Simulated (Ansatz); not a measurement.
# W(100) with 4 thermally displaced layers, 2x2: scattering by thermal displacements

Aim: the resistivity of W at 500 K from frozen thermal displacements between perfect leads.

Main program and level: Ansatz 0.2.0; Ansatz plane-wave DFT, PBE, PAW files; ballistic transport by layer matching (Landauer), zero bias; PAW set soft_1.

## Step 1: The structure

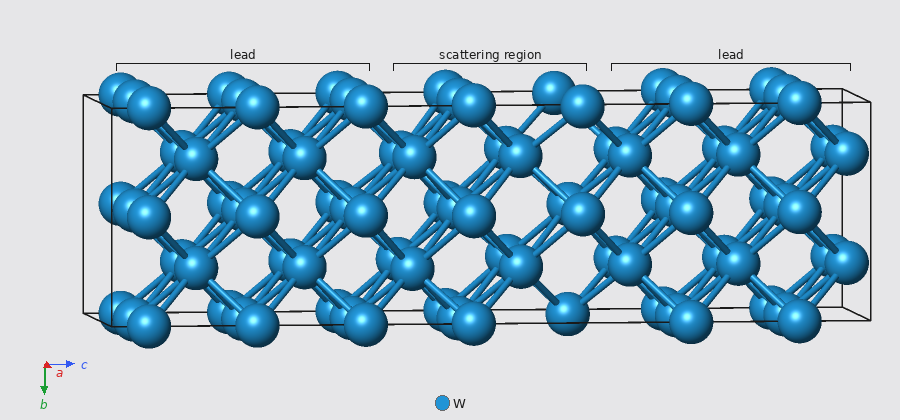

The cell as given, from the side, with the c axis across the page (tungsten blue). Some periodic images of atoms are drawn too.

The cell holds 56 atoms: 56 W. Cell: a = 6.330 Å, b = 6.330 Å, c = 22.154 Å, α = 90.0°, β = 90.0°, γ = 90.0°. It derives from W. Regions: lead, 40 atoms (40 W); scattering region, 16 atoms (16 W). The structure is stacked along c, and the current runs across the ab planes.

## Step 2: With 4 displaced layers

Each atom of 4 layers is moved at random, by amounts drawn from a normal law 0.0502 Å wide in each direction from the Debye model (400 K) at 500 K. The layers about the cell's end stay perfect and serve as the lead. Disorder leaves little or no symmetry, which makes such runs dear. Energies from -0.05 to 0.05 eV in steps of 0.05 eV are too few for the program's thermal sum, so it prints no conductance; for a metal the transmission near the Fermi level serves, at a fraction of the cost.

input.yaml reads:

```yaml
crystal:
  lattice:
    - [6.3296, 0.0, 0.0]
    - [0.0, 6.3296, 0.0]
    - [0.0, 0.0, 22.1536]
  atoms:
    - { symbol: W, position: [0.0, 0.0, 0.0357142857] }
    - { symbol: W, position: [0.0, 0.5, 0.0357142857] }
    - { symbol: W, position: [0.5, 0.0, 0.0357142857] }
    - { symbol: W, position: [0.5, 0.5, 0.0357142857] }
    - { symbol: W, position: [0.25, 0.25, 0.1071428571] }
    - { symbol: W, position: [0.25, 0.75, 0.1071428571] }
    - { symbol: W, position: [0.75, 0.25, 0.1071428571] }
    - { symbol: W, position: [0.75, 0.75, 0.1071428571] }
    - { symbol: W, position: [0.0, 0.0, 0.1785714286] }
    - { symbol: W, position: [0.0, 0.5, 0.1785714286] }
    - { symbol: W, position: [0.5, 0.0, 0.1785714286] }
    - { symbol: W, position: [0.5, 0.5, 0.1785714286] }
    - { symbol: W, position: [0.25, 0.25, 0.25] }
    - { symbol: W, position: [0.25, 0.75, 0.25] }
    - { symbol: W, position: [0.75, 0.25, 0.25] }
    - { symbol: W, position: [0.75, 0.75, 0.25] }
    - { symbol: W, position: [0.0, 0.0, 0.3214285714] }
    - { symbol: W, position: [0.0, 0.5, 0.3214285714] }
    - { symbol: W, position: [0.5, 0.0, 0.3214285714] }
    - { symbol: W, position: [0.5, 0.5, 0.3214285714] }
    - { symbol: W, position: [0.2502710414, 0.2607785336, 0.3956309135] }
    - { symbol: W, position: [0.2459548653, 0.7476380363, 0.3916627135] }
    - { symbol: W, position: [0.7545161432, 0.2495555848, 0.394548703] }
    - { symbol: W, position: [0.7353565079, 0.7624178188, 0.3926387415] }
    - { symbol: W, position: [0.0053932673, 0.9989174573, 0.4634271249] }
    - { symbol: W, position: [0.0036710112, 0.5065358064, 0.4638270209] }
    - { symbol: W, position: [0.4987888848, 0.0054354395, 0.4623145509] }
    - { symbol: W, position: [0.4879956882, 0.5031309674, 0.4627670046] }
    - { symbol: W, position: [0.2347777217, 0.2435471075, 0.5346552622] }
    - { symbol: W, position: [0.2405416465, 0.7381694421, 0.5357972637] }
    - { symbol: W, position: [0.7571123727, 0.2481519938, 0.5340301759] }
    - { symbol: W, position: [0.7530517935, 0.7556854306, 0.5350348162] }
    - { symbol: W, position: [0.0043175075, 0.0082667319, 0.6066741384] }
    - { symbol: W, position: [0.9935513731, 0.5027557789, 0.6077035033] }
    - { symbol: W, position: [0.5087101392, 0.9898173031, 0.6056444241] }
    - { symbol: W, position: [0.4933559647, 0.4862547005, 0.6074292084] }
    - { symbol: W, position: [0.25, 0.25, 0.6785714286] }
    - { symbol: W, position: [0.25, 0.75, 0.6785714286] }
    - { symbol: W, position: [0.75, 0.25, 0.6785714286] }
    - { symbol: W, position: [0.75, 0.75, 0.6785714286] }
    - { symbol: W, position: [0.0, 0.0, 0.75] }
    - { symbol: W, position: [0.0, 0.5, 0.75] }
    - { symbol: W, position: [0.5, 0.0, 0.75] }
    - { symbol: W, position: [0.5, 0.5, 0.75] }
    - { symbol: W, position: [0.25, 0.25, 0.8214285714] }
    - { symbol: W, position: [0.25, 0.75, 0.8214285714] }
    - { symbol: W, position: [0.75, 0.25, 0.8214285714] }
    - { symbol: W, position: [0.75, 0.75, 0.8214285714] }
    - { symbol: W, position: [0.0, 0.0, 0.8928571429] }
    - { symbol: W, position: [0.0, 0.5, 0.8928571429] }
    - { symbol: W, position: [0.5, 0.0, 0.8928571429] }
    - { symbol: W, position: [0.5, 0.5, 0.8928571429] }
    - { symbol: W, position: [0.25, 0.25, 0.9642857143] }
    - { symbol: W, position: [0.25, 0.75, 0.9642857143] }
    - { symbol: W, position: [0.75, 0.25, 0.9642857143] }
    - { symbol: W, position: [0.75, 0.75, 0.9642857143] }
kpoints:
  mp_grid: { grid: [4, 4, 1] }
hamiltonian:
  xc: pbe
  pseudopotentials: { kind: paw, azcp: { folder: soft_1 } }
scf:
  occupations: { method: fermi_dirac, width: 0.1 }
output:
  transmission: { leads: [[0, 4]], kmesh: [8, 8], e_range: [-0.05, 0.05], de: 0.05 }
  write_potential: true
  write_density: true
  volumetric_format: npy
```

The run is started by

```console
> ansatz run input.yaml --threads 4 --pin off --max-ram 15360MiB --backend cpu --events-out ev --progress --plain --runs-dir out
```

Numbers of over 12 decimals in the logs are rounded to 6 here.

Log:

```text
Engine: ansatz 0.2.0, aarch64-unknown-linux-gnu
Pseudopotentials: kind: paw
Pseudopotential: W, paw, valence charge 14, recommended cutoff 420 eV (normal), soft_1/W.paw.azcp
Functional definition: PBE
  parameter kappa = 0.804
  parameter beta = 0.066725
  exchange = pbe_x(kappa = kappa, mu = beta*pi^2/3)
  correlation = pbe_c(beta = beta)
Crystal: 56 atoms, lattice volume = 887.558 Å³
Basis set: ecut = 420 eV, 17351 PW (Γ)
Bands: 471, of which v1, the nominal top of the filled ones, is band 392 counted from 1 (391 counted from 0)
Symmetry: 1 space group operations
Space group: P1 (ITA 1), of the structure as read, at distance tolerance 9.6e-5 Å
k-points: 10 of 16 (time reversal used)
Non-local potential: W, projectors of the file, l = 0: 3, l = 1: 2, l = 2: 2, l = 3: 1
PAW form: soft (Blöchl's): semilocal exchange-correlation on the pseudo side does not see the compensation charge
PAW one-centre angular grid: W, 590 points (default); XC on 64 Gauss nodes
Initial density: superposition of atomic densities (chi_scale 0.1, normalization cell)
Initial wavefunctions: pseudopotential atomic-orbital guess
Functional: x = pbe(κ = 0.804, μ = 0.219515), c = pbe(β = 0.066725)
SCF iter   1: F=—  HF=-581621.619103 eV  |F-HF|=—  |Δ(HF+E_count)|=         —  Δρ=6.31e-2  dr2=3.08e1  ethr=3.10e-3  ⟨swp⟩=4.8  Hψ=16792  notcnv=0
preconditioner: auto → Kerker (q_TF=auto, 2.672 Å⁻¹)  [metal: Δε(μ)=0.003 eV  Ē_g=5.401 eV  σ=0.100 eV  W_gap=0.01  n_scr=294 (ndim 8)  ℏωp=22.8 eV  f_vac=0.000  D(μ)=25.87/eV (n_scr^D=204)]
SCF iter   2: F=—  HF=-581614.441373 eV  |F-HF|=—  |Δ(HF+E_count)|=    7.18e0  Δρ=3.77e-2  dr2=1.07e1  ethr=3.10e-3  ⟨swp⟩=2.0  Hψ=6031  notcnv=0  defer=11
SCF iter   3: F=—  HF=-581610.826519 eV  |F-HF|=—  |Δ(HF+E_count)|=    3.61e0  Δρ=2.96e-3  dr2=3.37e-2  ethr=1.36e-3  ⟨swp⟩=2.0  Hψ=8536  notcnv=0  defer=11
SCF iter   4: F=—  HF=-581610.842767 eV  |F-HF|=—  |Δ(HF+E_count)|=   1.62e-2  Δρ=3.05e-4  dr2=6.15e-4  ethr=4.30e-6  ⟨swp⟩=2.3  Hψ=8287  notcnv=0
SCF iter   5: F=—  HF=-581610.842923 eV  |F-HF|=—  |Δ(HF+E_count)|=   1.56e-4  Δρ=4.99e-5  dr2=6.75e-5  ethr=7.84e-8  ⟨swp⟩=2.4  Hψ=7763  notcnv=0
SCF iter   6: F=—  HF=-581610.842247 eV  |F-HF|=—  |Δ(HF+E_count)|=   6.76e-4  Δρ=9.22e-6  dr2=5.76e-6  ethr=8.61e-9  ⟨swp⟩=1.3  Hψ=4844  notcnv=0
SCF iter   7: F=—  HF=-581610.842247 eV  |F-HF|=—  |Δ(HF+E_count)|=   2.64e-7  Δρ=1.78e-6  dr2=2.13e-7  ethr=7.35e-10  ⟨swp⟩=1.1  Hψ=4711  notcnv=0
SCF iter   8: F=-581610.842247 eV  HF=-581610.842247 eV  |F-HF|=4.89e-9  |Δ(HF+E_count)|=   2.44e-9  Δρ=5.04e-7  dr2=6.09e-9  ethr=1.28e-11  ⟨swp⟩=6.2  Hψ=9232  notcnv=0
SCF 1 converged in 8 iterations: F = -581610.842247 eV  dr2 = 6.09e-9
  greatest PAW one-centre occupation: 0.999 electrons in one spin orbital (limit 2), on the W atom at site 21 (counted from 0), in its partial waves of l = 0
transmission: 99 of 952 steps passed
transmission: 192 of 952 steps passed
[...]
transmission: 952 of 952 steps passed
SCF converged after 8 iterations
Free energy (F): -581610.842247 eV
Harris-Foulkes:  -581610.842247 eV  (|F-HF|=4.89e-9)
Internal energy: -581609.860933 eV  (E = F + TS)
E sigma→0 (E₀):  -581610.351590 eV
Entropy (-TS):   -0.981314 eV (-17.523 meV/atom)
Fermi energy:    22.478179 eV
--- Per-component energies (eV) ---
  E_band       = -4714.184763
  E_kinetic    = 23624.649920
  E_local      = -30370.224443  (includes V_loc(G=0)·N_el)
  E_nonlocal   = -1426.396231
  E_hartree    = 12761.245666
  E_xc         = -14997.062256
  E_vxc        = -12962.652378  (∫ρ·V_xc dr)
  E_paw        = -480361.170162  (= ΣΔE_a)
  E_vpaw       = -9102.059904  (= ΣTr[D̂ρ^β])
  E_aug_tail   = 0.008276  (compensation charges beyond the density's cutoff)
  E_ewald      = -90840.911703
  E_smearing   = -0.981314  (= −TS)
  E_closure    = 0.000000  (closes the sum)
  Σ components = -581610.842247   (vs F -581610.842247, Δ=0.00e0)
--- Band table (eV; the first three rows and the last of 10) ---
  k-point 0: bands = [... 388 lower, 22.3912, 22.3981, 22.4005, 22.4151, 22.5206, 22.5745, 22.5760, 22.5849, ... 75 higher]
  k-point 1: bands = [... 388 lower, 22.1793, 22.1992, 22.3623, 22.3819, 22.4593, 22.4697, 22.5599, 22.5745, ... 75 higher]
  k-point 2: bands = [... 388 lower, 22.4234, 22.4473, 22.4511, 22.4642, 22.7122, 22.7179, 22.8531, 22.8715, ... 75 higher]
  k-point 9: bands = [... 388 lower, 21.6748, 21.7050, 21.7639, 21.7965, 22.5000, 22.5215, 22.5569, 22.5772, ... 75 higher]
--- Transmission ---
  basis      : 349 plane waves across, 28 finite elements along
  points     : 34, standing for a mesh of 8 x 8
  energies   : 3 from -0.050000 to 0.050000 eV about the Fermi level, 0.050000 eV apart; the leads are filled to 0.000000 eV, and channels, transmission and decay are at 0.000000 eV
  crystal 0  : W4, at the sites [0, 4], period 1.5824 Å, over 15.82 Å; its Hamiltonian steps by up to 1.9 meV
    offset         : up to 0.0000 Å between an atom of the period and one for which it stands
    channels       : 5.656250e0 a spin
    conductance    : none, the energies end too early or step too widely for 300 K: set another output.transmission.e_range or a lower de, or, where they end at an eighth of basis.ecutwfc, a higher one
    slowest decay  : 0.0294 /Å at (0.5000, 0.5000)
  junction   : crystal 0 to crystal 0, 0.70 to 21.27 Å
    transmission   : 5.149949e0 a spin
    conductance    : none, the energies end too early or step too widely for 300 K: set another output.transmission.e_range or a lower de, or, where they end at an eighth of basis.ecutwfc, a higher one
```

Wall time 16 min (4 threads of Arm Neoverse V1, shared host); peak memory 7.8 GiB.

Numbers from this step:

```yaml
free_energy: -581610.8422 eV
energy_at_zero_smearing: -581610.3516 eV
fermi_energy: 22.48 eV
cell_area: 40.06 Å²
transmission_per_spin_nearest_the_fermi_level: 5.150
open_channels_per_spin_nearest_the_fermi_level: 5.656
step_of_the_lead_s_potential: 1.9 meV
```

Per spin. Transmission, zone mean against energy, zero at the Fermi level:

```csv
energy (eV),"transmission, zone mean"
-0.0500,4.79
0.0000,5.15
0.0500,5.12
```

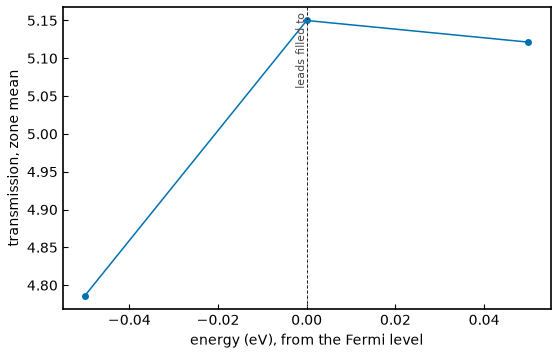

Transmission, zone mean, plotted against energy.

Per spin. Table of open channels, zone mean, lead by energy, zero at the Fermi level:

```csv
energy (eV),"open channels, zone mean, lead"
-0.0500,5.28
0.0000,5.66
0.0500,5.53
```

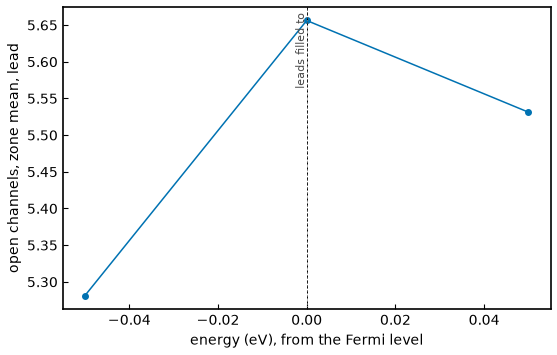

Open channels, zone mean, lead against energy.

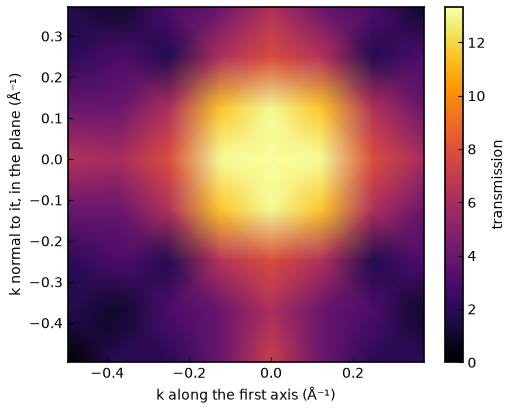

Transmission over k1 and k2. At 0.0000 eV from the Fermi level.

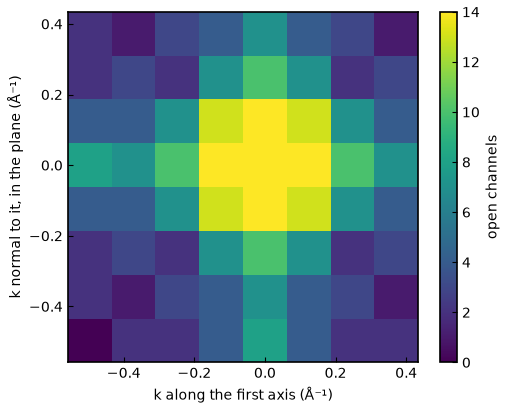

Open channels over k1 and k2. At 0.0000 eV from the Fermi level.

Over the solved energies the transmission per spin lies between 4.79 and 5.15, out of 5.49 channels of the lead on average (up to 5.66).

[end of part 1 of 3]

[Logs are printed without paths, hosts, clocks, repeated set-up lines and the standing remarks that a program may print on its own settings, such as how far it seeks lower states.]

[Hosts, paths, dates, database ids (printed as entryN), source tags and the programs' standing remarks are cut or masked in the printed files.]
